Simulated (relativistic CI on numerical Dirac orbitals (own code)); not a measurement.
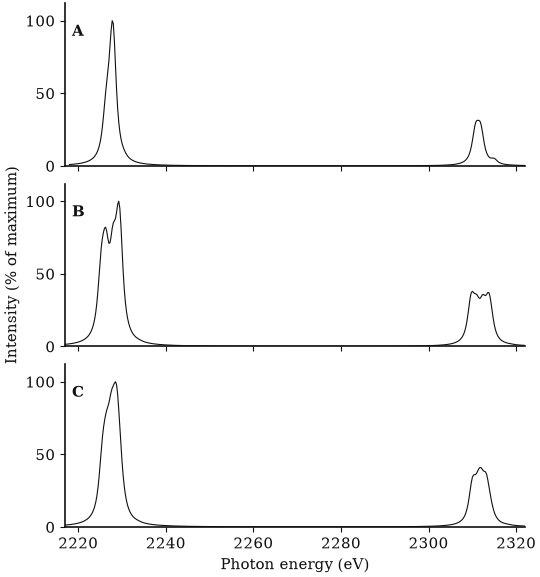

L₂,₃ X-ray absorption of Zr³⁺, [Kr] 4d, in 3 environments. Multiplet model: relativistic Dirac–Coulomb–Breit theory, one configuration a step, Slater integrals scaled by 0.9, 300 K, Voigt broadening (Lorentzian 1.6 eV, Gaussian 0.5 eV full widths), computed with a radial Dirac CI code.

(1) a field of D4h symmetry with 10Dq = 21,100, Ds = −60, Dt = −520 cm⁻¹
(2) a field of D4h symmetry with 10Dq = 21,150, Ds = 1,920, Dt = 470 cm⁻¹
(3) no crystal field (free ion)

**Which panel belongs to which field?**

A is (3), maxima at 2227.8 eV (100) and 2311.3 eV (31); B is (1), maxima at 2226.2 eV (82), 2229.2 eV (100), 2310.0 eV (38), 2312.5 eV (36) and 2313.6 eV (37); C is (2), maxima at 2228.5 eV (100) and 2311.8 eV (41) (heights in % of each maximum). The ground-state spin is S = 0.50 in all.

Caveat: free-ion energies, so absolute edge positions are off by a few eV from solids.
